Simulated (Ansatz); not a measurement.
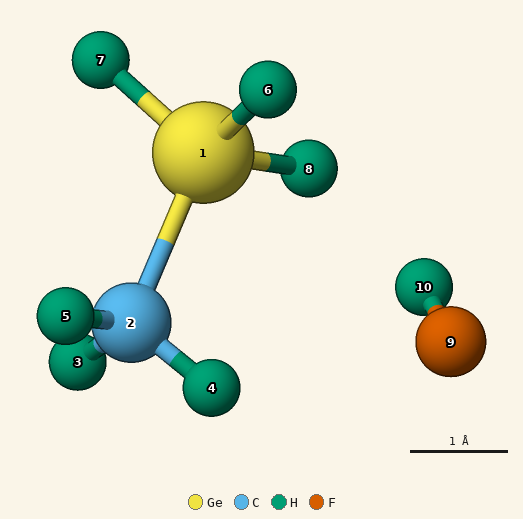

The input geometry (ball-and-stick view, seen at a tilt; atoms are numbered from 1 in the order of the input). Sticks mark near contacts. Bond lengths as drawn: C–Ge 1.96 Å, C–H 1.10 Å, F–H 0.93 Å and Ge–H 1.54 to 1.56 Å.

**Nudged elastic band of CH7FGe**

CH7FGe, computed with RKS B3LYP/def2-SVP (Ansatz 0.2.0).

It belongs to a series of runs on one base structure; here: band between the two ends. Figures and captions count atoms from 1; the log counts them from 0 in places.

The input:
```yaml
crystal:
  periodic: [false, false, false]
  atoms:
    - { symbol: Ge, position_ang: [-0.074188, 0.202068, 0.238066] }
    - { symbol: C, position_ang: [-0.045845, 0.353325, 2.193938] }
    - { symbol: H, position_ang: [-1.068193, 0.312489, 2.598397] }
    - { symbol: H, position_ang: [0.535786, -0.487977, 2.59629] }
    - { symbol: H, position_ang: [0.420088, 1.300445, 2.502873] }
    - { symbol: H, position_ang: [1.328929, 0.389516, -0.368617] }
    - { symbol: H, position_ang: [-1.054294, 1.201727, -0.4113] }
    - { symbol: H, position_ang: [-0.568662, -1.223143, -0.155736] }
    - { symbol: F, position_ang: [1.250786, -2.562755, 1.27021] }
    - { symbol: H, position_ang: [0.521793, -2.405595, 0.713078] }
basis:
  gaussian: { orbitals: def2-SVP }
hamiltonian:
  xc: b3lyp
neb:
  order_check: false
  images: 7
  f_tol: 0.05
  max_iterations: 60
  final_atoms:
    - { symbol: Ge, position_ang: [0.07861951, -0.52042972, -1.37534871] }
    - { symbol: C, position_ang: [0.16815546, -0.02460158, 3.52725344] }
    - { symbol: H, position_ang: [-0.86288422, 0.14513442, 3.87040339] }
    - { symbol: H, position_ang: [0.66903285, -0.721048, 4.21536707] }
    - { symbol: H, position_ang: [0.71088416, 0.93222512, 3.52183101] }
    - { symbol: H, position_ang: [1.39994532, 0.24996911, -1.54160005] }
    - { symbol: H, position_ang: [-1.14808214, 0.40822373, -1.39042125] }
    - { symbol: H, position_ang: [-0.0528096, -1.6768091, -2.38180424] }
    - { symbol: F, position_ang: [0.12716845, -1.26126211, 0.21686213] }
    - { symbol: H, position_ang: [0.15617021, -0.45130187, 2.51465621] }
  initial_path:
    images:
      - { positions_ang: [[-0.074188, 0.202068, 0.238066], [-0.045845, 0.353325, 2.193938], [-1.068193, 0.312489, 2.598397], [0.535786, -0.487977, 2.59629], [0.420088, 1.300445, 2.502873], [1.328929, 0.389516, -0.368617], [-1.054294, 1.201727, -0.4113], [-0.568662, -1.223143, -0.155736], [1.250786, -2.562755, 1.27021], [0.521793, -2.405595, 0.713078]] }
      - { positions_ang: [[-0.0616568, 0.13719658, 0.17591616], [-0.02913415, 0.27967077, 2.21947995], [-1.04332758, 0.17478939, 2.62415617], [0.60214607, -0.52288212, 2.61883121], [0.37811163, 1.24981055, 2.52973268], [1.3534828, 0.27379585, -0.41522097], [-0.98419018, 1.19499717, -0.45219317], [-0.61501258, -1.25524091, -0.22882032], [1.12266243, -2.35888251, 1.12387177], [0.52311836, -2.09315476, 0.98144551]] }
      - { positions_ang: [[-0.0491256, 0.07232516, 0.11376632], [-0.0124233, 0.20601653, 2.2450219], [-1.01846217, 0.03708978, 2.64991535], [0.66850613, -0.55778725, 2.64137243], [0.33613526, 1.19917611, 2.55659237], [1.37803661, 0.1580757, -0.46182494], [-0.91408636, 1.18826733, -0.49308635], [-0.66136315, -1.28733882, -0.30190464], [0.99453885, -2.15501002, 0.97753354], [0.52444372, -1.78071452, 1.24981302]] }
      - { positions_ang: [[-0.0365944, 0.00745374, 0.05161647], [0.00428755, 0.1323623, 2.27056385], [-0.99359675, -0.10060983, 2.67567452], [0.7348662, -0.59269237, 2.66391364], [0.29415889, 1.14854166, 2.58345205], [1.40259041, 0.04235554, -0.50842891], [-0.84398254, 1.1815375, -0.53397952], [-0.70771373, -1.31943673, -0.37498895], [0.86641528, -1.95113753, 0.83119531], [0.52576908, -1.46827427, 1.51818053]] }
      - { positions_ang: [[-0.0240632, -0.05741768, -0.01053337], [0.0209984, 0.05870806, 2.2961058], [-0.96873133, -0.23830944, 2.70143369], [0.80122627, -0.6275975, 2.68645486], [0.25218252, 1.09790722, 2.61031173], [1.42714422, -0.07336461, -0.55503287], [-0.77387872, 1.17480767, -0.57487269], [-0.7540643, -1.35153464, -0.44807327], [0.73829171, -1.74726504, 0.68485708], [0.52709443, -1.15583403, 1.78654804]] }
      - { positions_ang: [[0.00160747, -0.17317069, -0.3517372], [0.05778767, 0.03788065, 2.60389271], [-0.94226955, -0.14244848, 2.99367612], [0.76817791, -0.65096012, 3.06868291], [0.36685793, 1.05648669, 2.83819155], [1.42034449, 0.00746882, -0.80167467], [-0.86742957, 0.98316168, -0.77875983], [-0.57875063, -1.43285326, -0.93150601], [0.58551089, -1.62576431, 0.56785834], [0.43436338, -0.97970099, 1.96857508]] }
      - { positions_ang: [[0.02727815, -0.2889237, -0.69294104], [0.09457693, 0.01705324, 2.91167962], [-0.91580777, -0.04658751, 3.28591854], [0.73512956, -0.67432275, 3.45091096], [0.48153334, 1.01506617, 3.06607137], [1.41354477, 0.08830225, -1.04831646], [-0.96098043, 0.7915157, -0.98264697], [-0.40343695, -1.51417187, -1.41493875], [0.43273008, -1.50426358, 0.4508596], [0.34163232, -0.80356795, 2.15060212]] }
      - { positions_ang: [[0.05294883, -0.40467671, -1.03414487], [0.1313662, -0.00377417, 3.21946653], [-0.889346, 0.04927345, 3.57816097], [0.7020812, -0.69768537, 3.83313902], [0.59620875, 0.97364565, 3.29395119], [1.40674505, 0.16913568, -1.29495826], [-1.05453128, 0.59986971, -1.18653411], [-0.22812328, -1.59549049, -1.8983715], [0.27994926, -1.38276285, 0.33386086], [0.24890127, -0.62743491, 2.33262917]] }
      - { positions_ang: [[0.07861951, -0.52042972, -1.37534871], [0.16815546, -0.02460158, 3.52725344], [-0.86288422, 0.14513442, 3.87040339], [0.66903285, -0.721048, 4.21536707], [0.71088416, 0.93222512, 3.52183101], [1.39994532, 0.24996911, -1.54160005], [-1.14808214, 0.40822373, -1.39042125], [-0.0528096, -1.6768091, -2.38180424], [0.12716845, -1.26126211, 0.21686213], [0.15617021, -0.45130187, 2.51465621]] }
```

Launched with:
```bash
ansatz run input.yaml --threads 2 --pin off --max-ram 3072MiB --backend cpu --events-out ev --progress --plain --runs-dir out
```

Output:
```
Engine: ansatz 0.2.0, aarch64-unknown-linux-gnu
Functional definition: B3LYP
  parameter a0 = 0.2
  parameter ax = 0.72
  parameter ac = 0.81
  exchange = (1 - a0 - ax)*slater_x + ax*b88_x + a0*exact_x
  correlation = (1 - ac)*vwn_rpa_c + ac*lyp_c
1029 factors; integrals over basis functions are off by at most 4.5e-4 eV
mean field evaluation 1: about -60371.4671 eV, gradient 5.4e1 eV
mean field evaluation 2: about -60367.0005 eV, gradient 6.9e1 eV
mean field evaluation 4: about -60377.4376 eV, gradient 1.3e0 eV
mean field evaluation 8: about -60377.4497 eV, gradient 1.2e-2 eV
mean field -60377.44967819 eV, -2218.8303503680 hartree, gradient 2.3e-5 eV, S^2 0.000000; 0 other end points of the search recorded, 0 dependent functions left out
the calculation of the forces begins
reference -60377.44991348 eV, -2218.8303590148 hartree; 27, 27 occupied and 68, 68 virtual orbitals, 1029 factors
1027 factors; integrals over basis functions are off by at most 1.3e-3 eV
mean field evaluation 16: about -60366.9704 eV, gradient 7.8e1 eV
mean field -60378.33471729 eV, -2218.8628749551 hartree, gradient 4.5e-5 eV, S^2 0.000000; 0 other end points of the search recorded, 0 dependent functions left out
[... from here on the field's lines of each further geometry are left out, up to the last ...]
NEB iter   1: max|band force component| = 3.792e1 eV/Å  barrier→ = 4.9628 eV  barrier← = 5.8478 eV  Δτ_max = 0.2000 Å  (213 SCF iters)
NEB iter   2: max|band force component| = 2.188e0 eV/Å  barrier→ = 2.6979 eV  barrier← = 3.5829 eV  Δτ_max = 0.2000 Å  (191 SCF iters)
NEB iter   3: max|band force component| = 2.187e0 eV/Å  barrier→ = 2.5369 eV  barrier← = 3.4220 eV  Δτ_max = 0.1014 Å  (184 SCF iters)
NEB iter   4: max|band force component| = 1.496e0 eV/Å  barrier→ = 2.2621 eV  barrier← = 3.1471 eV  Δτ_max = 0.1016 Å  (180 SCF iters)
NEB iter   5: max|band force component| = 1.119e0 eV/Å  barrier→ = 2.1226 eV  barrier← = 3.0076 eV  Δτ_max = 0.1020 Å  (176 SCF iters)
NEB iter   6: max|band force component| = 1.711e0 eV/Å  barrier→ = 1.7045 eV  barrier← = 2.5895 eV  Δτ_max = 0.0505 Å  (176 SCF iters)
NEB iter   7: max|band force component| = 1.552e0 eV/Å  barrier→ = 1.4524 eV  barrier← = 2.3375 eV  Δτ_max = 0.1011 Å  (175 SCF iters)
NEB iter   8: max|band force component| = 9.885e-1 eV/Å  barrier→ = 1.3974 eV  barrier← = 2.2824 eV  Δτ_max = 0.1023 Å  (176 SCF iters)
NEB iter   9: max|band force component| = 7.288e-1 eV/Å  barrier→ = 1.6095 eV  barrier← = 2.4946 eV  Δτ_max = 0.1015 Å  (174 SCF iters)
NEB iter  10: max|band force component| = 6.585e-1 eV/Å  barrier→ = 1.7880 eV  barrier← = 2.6730 eV  Δτ_max = 0.0987 Å  (174 SCF iters)
NEB iter  11: max|band force component| = 5.649e-1 eV/Å  barrier→ = 1.8383 eV  barrier← = 2.7233 eV  CI = image 3  Δτ_max = 0.0996 Å  (175 SCF iters)
NEB iter  12: max|band force component| = 5.213e-1 eV/Å  barrier→ = 1.8329 eV  barrier← = 2.7179 eV  CI = image 3  Δτ_max = 0.1006 Å  (169 SCF iters)
NEB iter  13: max|band force component| = 5.604e-1 eV/Å  barrier→ = 1.8023 eV  barrier← = 2.6873 eV  CI = image 3  Δτ_max = 0.0501 Å  (171 SCF iters)
NEB iter  14: max|band force component| = 2.478e-1 eV/Å  barrier→ = 1.7846 eV  barrier← = 2.6696 eV  CI = image 3  Δτ_max = 0.0542 Å  (168 SCF iters)
NEB iter  15: max|band force component| = 1.270e-1 eV/Å  barrier→ = 1.7782 eV  barrier← = 2.6632 eV  CI = image 3  Δτ_max = 0.0412 Å  (172 SCF iters)
NEB iter  16: max|band force component| = 1.387e-1 eV/Å  barrier→ = 1.7745 eV  barrier← = 2.6595 eV  CI = image 3  Δτ_max = 0.0206 Å  (173 SCF iters)
NEB iter  17: max|band force component| = 9.473e-2 eV/Å  barrier→ = 1.7742 eV  barrier← = 2.6592 eV  CI = image 3  Δτ_max = 0.0206 Å  (167 SCF iters)
NEB iter  18: max|band force component| = 5.330e-2 eV/Å  barrier→ = 1.7733 eV  barrier← = 2.6583 eV  CI = image 3  Δτ_max = 0.0206 Å  (174 SCF iters)
the calculation of the forces begins
reference -60378.33219755 eV, -2218.8627823566 hartree; 27, 27 occupied and 68, 68 virtual orbitals, 1027 factors
1029 factors; integrals over basis functions are off by at most 8.4e-4 eV
mean field -60375.67707704 eV, -2218.7652084775 hartree, gradient 7.5e-5 eV, S^2 0.000000; 1 other end points of the search recorded, 0 dependent functions left out
the calculation of the forces begins
reference -60375.67731590 eV, -2218.7652172555 hartree; 27, 27 occupied and 68, 68 virtual orbitals, 1029 factors
NEB iter  19: max|band force component| = 3.979e-2 eV/Å  barrier→ = 1.7726 eV  barrier← = 2.6576 eV  CI = image 3  Δτ_max = 0.0000 Å  (332 SCF iters)
```

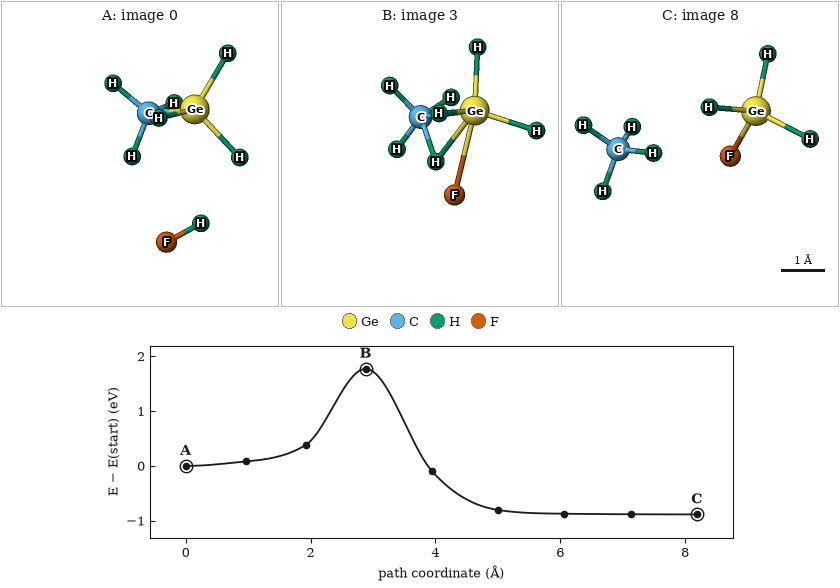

Images of the last band (counted from 0; ball-and-stick, seen at a tilt) above the energy along the path; the line is a cubic interpolation that uses the forces. The highest image is number 3, 1.773 eV above the start and 2.658 eV above the end (the climbing image); the end lies 0.885 eV below the start. The path is 8.19 Å long. The band converged in 19 iterations.

```
Total energy: -60375.67731590 eV, -2218.7652172555 hartree
Atom 0 at     0.022804    -0.260563    -0.034174 Å, force    -0.016460    -0.017616    -0.006945 eV/Å
Atom 1 at     0.062950    -0.028663     2.279073 Å, force    -0.033507    -0.039603    -0.003815 eV/Å
Atom 2 at    -1.021951     0.039137     2.434998 Å, force     0.005286     0.012816     0.002561 eV/Å
Atom 3 at     0.493079    -0.539239     3.163260 Å, force     0.001403     0.003134    -0.000759 eV/Å
Atom 4 at     0.507889     0.974444     2.240871 Å, force     0.012807    -0.001806     0.004936 eV/Å
Atom 5 at     1.351005     0.127628    -0.699103 Å, force    -0.012841    -0.002608    -0.001731 eV/Å
Atom 6 at    -0.832626     1.040865     0.067612 Å, force     0.009332    -0.003456    -0.014720 eV/Å
Atom 7 at    -0.873999    -1.284227    -0.751990 Å, force     0.007205     0.023712     0.006462 eV/Å
Atom 8 at     0.962772    -1.911218     0.841001 Å, force     0.002506     0.018478     0.012256 eV/Å
Atom 9 at     0.574277    -1.078066     1.635650 Å, force     0.024269     0.006948     0.001757 eV/Å
Dipole moment:    -0.165475     0.344685     0.110990 e Å
this run last wrote the band of iteration 19 to [file]
```

The last band as extended XYZ (Å, eV, eV/Å):
```
10
Properties=species:S:1:pos:R:3:forces:R:3 image=0 energy=-60377.44968
Ge   -0.0742    0.2021    0.2381   -0.0030   0.0000   0.0051
C    -0.0458    0.3533    2.1939   -0.0036  -0.0082   0.0038
H    -1.0682    0.3125    2.5984    0.0040   0.0011  -0.0001
H     0.5358   -0.4880    2.5963   -0.0032   0.0021  -0.0031
H     0.4201    1.3004    2.5029    0.0012   0.0019  -0.0028
H     1.3289    0.3895   -0.3686    0.0022   0.0005  -0.0017
H    -1.0543    1.2017   -0.4113    0.0009   0.0019  -0.0022
H    -0.5687   -1.2231   -0.1557   -0.0008  -0.0002   0.0003
F     1.2508   -2.5628    1.2702   -0.0010  -0.0004  -0.0009
H     0.5218   -2.4056    0.7131    0.0034   0.0012   0.0018
10
Properties=species:S:1:pos:R:3:forces:R:3 image=1 energy=-60377.36882
Ge   -0.0974    0.1951    0.1365   -0.0052   0.0292   0.0071
C    -0.0560    0.2185    2.1118   -0.0072   0.0207  -0.0061
H    -1.0756    0.1354    2.5173    0.0019   0.0054   0.0113
H     0.5682   -0.5870    2.5256    0.0199   0.0160  -0.0454
H     0.3754    1.1721    2.4500   -0.0091   0.0227   0.0190
H     1.3194    0.2836   -0.4569   -0.0044   0.0217   0.0118
H    -0.9332    1.4001   -0.3423   -0.0147   0.0150  -0.0360
H    -0.7776   -1.0964   -0.3759    0.0094   0.0084   0.0317
F     1.3869   -2.4337    1.1620    0.0468  -0.0349   0.0279
H     0.5361   -2.2076    1.4491   -0.0373  -0.1042  -0.0212
10
Properties=species:S:1:pos:R:3:forces:R:3 image=2 energy=-60377.06672
Ge   -0.0813   -0.0069    0.0970   -0.0976   0.2008   0.1060
C    -0.0242    0.0847    2.1223   -0.0589   0.0985  -0.1147
H    -1.0709    0.1282    2.4561   -0.0364   0.0678   0.0176
H     0.4848   -0.6172    2.8145   -0.0008  -0.0460  -0.2935
H     0.4470    1.0592    2.3169   -0.0602   0.0824   0.0530
H     1.3079    0.1388   -0.5549   -0.0530   0.0148   0.1088
H    -0.8927    1.2770   -0.1456   -0.0720   0.1738  -0.1808
H    -0.8504   -1.1851   -0.5348    0.0200   0.0575   0.1892
F     1.1318   -2.2330    1.0178    0.1602  -0.2573   0.1534
H     0.7941   -1.5658    1.5880    0.1987  -0.3923  -0.0389
10
Properties=species:S:1:pos:R:3:forces:R:3 image=3 energy=-60375.67708
Ge    0.0228   -0.2606   -0.0342   -0.0165  -0.0176  -0.0069
C     0.0630   -0.0287    2.2791   -0.0335  -0.0396  -0.0038
H    -1.0220    0.0391    2.4350    0.0053   0.0128   0.0026
H     0.4931   -0.5392    3.1633    0.0014   0.0031  -0.0008
H     0.5079    0.9744    2.2409    0.0128  -0.0018   0.0049
H     1.3510    0.1276   -0.6991   -0.0128  -0.0026  -0.0017
H    -0.8326    1.0409    0.0676    0.0093  -0.0035  -0.0147
H    -0.8740   -1.2842   -0.7520    0.0072   0.0237   0.0065
F     0.9628   -1.9112    0.8410    0.0025   0.0185   0.0123
H     0.5743   -1.0781    1.6357    0.0243   0.0069   0.0018
10
Properties=species:S:1:pos:R:3:forces:R:3 image=4 energy=-60377.54224
Ge    0.0922   -0.4448   -0.3726    0.1082  -0.2323  -0.4232
C     0.1089   -0.0412    2.5828    0.0497  -0.0310   0.3728
H    -0.9887    0.0166    2.5463    0.0420  -0.0164   0.1484
H     0.4528   -0.3750    3.5629   -0.0674   0.2229   0.5157
H     0.5350    0.9413    2.3330    0.0412  -0.0389   0.1153
H     1.3580    0.1591   -0.9799    0.0125   0.0213  -0.3732
H    -0.7175    0.7340    0.2359    0.1791  -0.3909   0.2042
H    -0.9026   -1.2745   -1.1714   -0.0594  -0.0018  -0.5247
F     0.8312   -1.8084    0.5280   -0.1788   0.1320  -0.3960
H     0.4770   -0.8270    1.9121   -0.1270   0.3353   0.3606
10
Properties=species:S:1:pos:R:3:forces:R:3 image=5 energy=-60378.25390
Ge    0.1032   -0.4983   -0.7016    0.0078  -0.0212  -0.0580
C     0.1147   -0.0177    2.8826    0.0030   0.0257   0.0885
H    -0.9816    0.0344    2.8091    0.0035  -0.0005   0.0432
H     0.4044   -0.2224    3.9219   -0.0082   0.0345   0.0625
H     0.5418    0.9455    2.5654    0.0095   0.0000   0.0403
H     1.3340    0.1835   -1.3195   -0.0098  -0.0058  -0.0759
H    -0.6987    0.4721    0.1796    0.0049  -0.0459  -0.0086
H    -0.8023   -1.2146   -1.7135    0.0148   0.0106  -0.0988
F     0.7434   -1.7821    0.3176   -0.0252   0.0091  -0.0451
H     0.4874   -0.8204    2.2356   -0.0004  -0.0063   0.0519
10
Properties=species:S:1:pos:R:3:forces:R:3 image=6 energy=-60378.32188
Ge    0.1303   -0.5150   -1.0080    0.0007  -0.0017  -0.0051
C     0.0936   -0.0090    3.1791    0.0007  -0.0058   0.0022
H    -0.9999    0.0539    3.2787    0.0002   0.0032   0.0089
H     0.5263   -0.3480    4.1312    0.0001  -0.0002   0.0043
H     0.4937    0.9858    2.9332   -0.0003   0.0014   0.0070
H     1.4121    0.1039   -1.5907    0.0005  -0.0011  -0.0055
H    -0.7378    0.5179   -0.2694   -0.0016   0.0010  -0.0065
H    -0.6700   -1.3059   -2.0568    0.0016  -0.0026  -0.0050
F     0.6471   -1.6838    0.1982   -0.0010   0.0022  -0.0021
H     0.3509   -0.7198    2.3818   -0.0007   0.0036   0.0019
10
Properties=species:S:1:pos:R:3:forces:R:3 image=7 energy=-60378.33192
Ge    0.1276   -0.5152   -1.2371    0.0003  -0.0001  -0.0020
C     0.1087   -0.0188    3.3959    0.0007  -0.0018   0.0036
H    -0.9441   -0.0328    3.7137   -0.0001   0.0000   0.0016
H     0.7280   -0.4912    4.1721    0.0001  -0.0011   0.0005
H     0.4327    1.0236    3.2595   -0.0002   0.0003   0.0014
H     1.5002    0.0445   -1.6476    0.0001   0.0000  -0.0021
H    -0.8676    0.5919   -0.8488    0.0002   0.0004  -0.0030
H    -0.4507   -1.4754   -2.2906    0.0001  -0.0017  -0.0006
F     0.3936   -1.4772    0.2089   -0.0007   0.0017   0.0005
H     0.2178   -0.5692    2.4511   -0.0004   0.0023   0.0000
10
Properties=species:S:1:pos:R:3:forces:R:3 image=8 energy=-60378.33472
Ge    0.0786   -0.5204   -1.3753   -0.0010   0.0013  -0.0027
C     0.1682   -0.0246    3.5273    0.0010   0.0008   0.0009
H    -0.8629    0.1451    3.8704   -0.0002  -0.0002   0.0000
H     0.6690   -0.7210    4.2154    0.0001   0.0001  -0.0007
H     0.7109    0.9322    3.5218   -0.0009  -0.0024   0.0004
H     1.3999    0.2500   -1.5416   -0.0007  -0.0032  -0.0001
H    -1.1481    0.4082   -1.3904    0.0013  -0.0041  -0.0006
H    -0.0528   -1.6768   -2.3818    0.0003   0.0037   0.0045
F     0.1272   -1.2613    0.2169    0.0001   0.0031  -0.0020
H     0.1562   -0.4513    2.5147    0.0001   0.0009   0.0003
```

Summary:

```tsv
quantity	value
outcome	converged
barrier, forward	1.773 eV
barrier, backward	2.658 eV
hardware	2 threads of Arm Neoverse V2, 24 GiB of memory available, shared host
wall time	4.2 min (CPU time 8 min)
peak memory	0.21 GiB
```

The order of the saddle point was not checked.
